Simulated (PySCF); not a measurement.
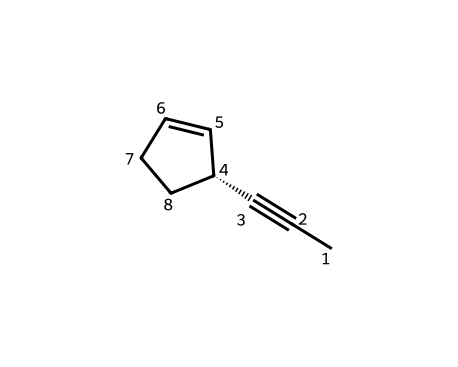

A structural formula, with wedges where it has stereocentres; small numbers name the atoms. The configuration is that of a computed structure (GFN2-xTB).

What are the Cahn–Ingold–Prelog descriptors?

Answer. C4: R.
